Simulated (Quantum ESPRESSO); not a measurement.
# Voltage at the next charge: Y(0001), 4 layers, one monolayer of Li on fcc sites against an electrode

How the rows were computed: Quantum ESPRESSO 7.5, PBE, GBRV ultrasoft; ESM with bc3, a metal electrode 5.89 Å above the top atoms; cell area 11.538 Å²; ions fixed. V is the potential energy of an electron at the electrode over the slab's Fermi level, divided by e, so that it equals the work function at zero charge; positive charge removes electrons.

| charge (e a cell) | V (V) |
| --- | --- |
| 0 | 2.647 |
| 0.0173 | 3.754 |
| 0.0346 | 4.906 |

One more run was made and is withheld. What is V at a charge of 0.0692 e, and what capacitance do the rows imply?

**Fit.** The last two rows give dV/dq = (4.906 − 3.754)/(0.0346 − 0.0173) = 66.6 V/e, so C = 1602/(11.538 × 66.6) = 2.09 µF/cm², an effective gap of 8.854/2.09 = 4.25 Å. At constant C, V = 4.906 + 66.6 × 0.0346 = 7.21 V.

**Check.** V = 7.313 V; the estimate misses by −0.10 V, 4.3 % of the step. Over the three intervals C goes 2.17, 2.09 and 2.00 µF/cm²: it falls as electrons leave, the surface charge drawing back towards the atoms.

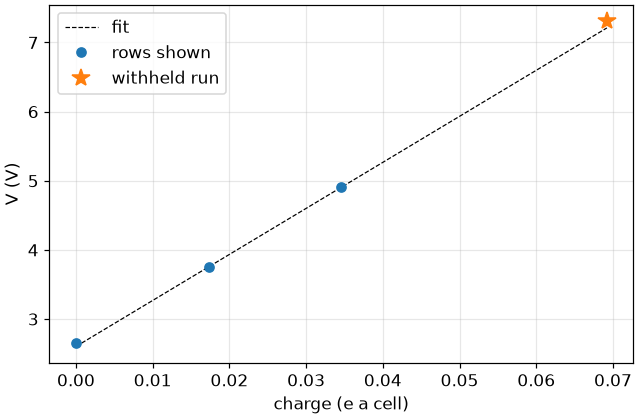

The rows shown, the fit and the withheld run.

Caveats: Vacuum fills the gap; a dielectric or electrolyte would change C. The slab is thin.
